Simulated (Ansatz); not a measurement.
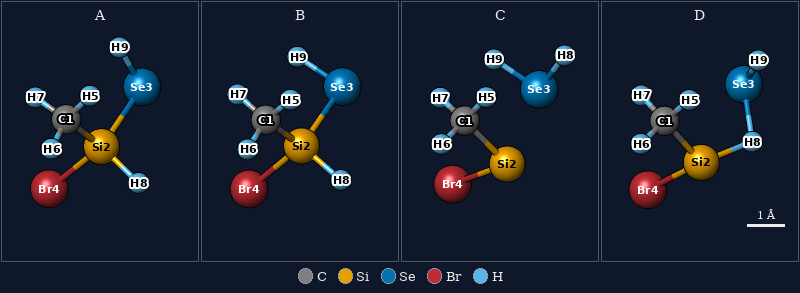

4 geometries from a converged minimum-energy path of CH₅BrSeSi, shuffled. Style: ball-and-stick. Shown from a free direction.

Level of theory: RKS BLYP-D4/def2-SVP in Ansatz. Run with 7 movable images; climbing image; force threshold 0.03 eV/Å; iteration limit 60; starting path through a guess of the saddle point.

One of them is the converged climbing image. Which?

D. In order along the path, whose images run from 0 to 8: B (image 0, 0.00 eV), A (image 1, +0.05 eV), D (image 4, +2.15 eV), C (image 8, +1.86 eV). A hydrogen atom shifts from one atom to another. Breaking: Si2–H8 (1.50 → 1.66 at the top → 3.46 Å). Forming: Se3–H8 (3.04 → 1.80 at the top → 1.50 Å).

The run took 3.4 min on 2 threads of Intel(R) Xeon(R) Platinum 8488C (Sapphire Rapids), with other jobs on the host, peak memory 0.19 GiB.
